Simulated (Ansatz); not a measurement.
Fields on a plane of ZnAu (CsCl type)

```yaml
crystal:
  lattice:
    - [3.18677, 0.00000, 0.00000]
    - [0.00000, 3.18677, 0.00000]
    - [0.00000, 0.00000, 3.18677]
  atoms:
    - { symbol: Zn, position: [0.50000, 0.50000, 0.50000] }
    - { symbol: Au, position: [0.00000, 0.00000, 0.00000] }
```

The slice is a {210} plane (indices of the conventional cell) through the point (0.000, 0.000, 0.000) (fractional), spanned by u = [100] and v = [021] in vectors of this cell: u (3.19 Å) and v (7.13 Å, at 90° to u). It covers one period; positions are fractions (u, v).

Atoms on it: Au at (0.00, 0.00). Other atoms lie within 1 Å of the plane.

Calculation: PBE (plane waves to 420 eV, PAW, scalar-relativistic; Ansatz, a program for electronic structure). k mesh 15×15×15. These are valence fields of a PAW run, semicore shells included where kept as valence: close to a nucleus they are smooth pseudo fields. Spin-orbit coupling is left out, though Au is heavy. ZnAu was relaxed with its symmetry unable to fall.

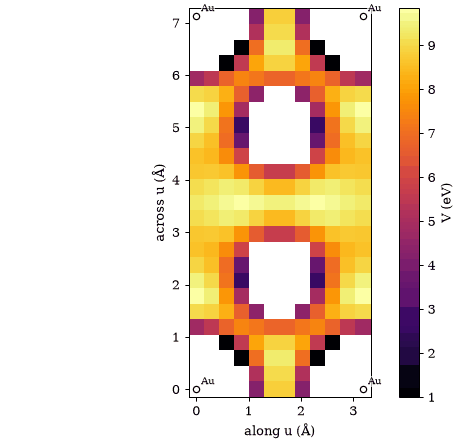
Fig. 1. Electrostatic potential energy of an electron, from the cell's mean, in eV, one period of the plane, atoms marked. Points within 1 Å of a nucleus are left white, as the pseudised field means little there. Values under 1 eV are set to 1. The zero, the cell's mean, hangs on the PAW cores.

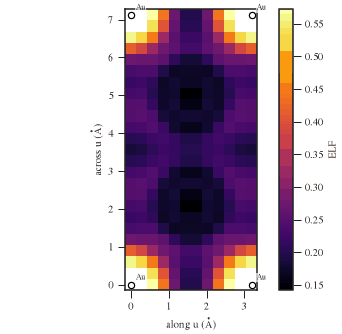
Electron localisation function (ELF), one period of the plane, atoms marked. Points within 0.5 Å of a nucleus are left white, as the pseudised field means little there.
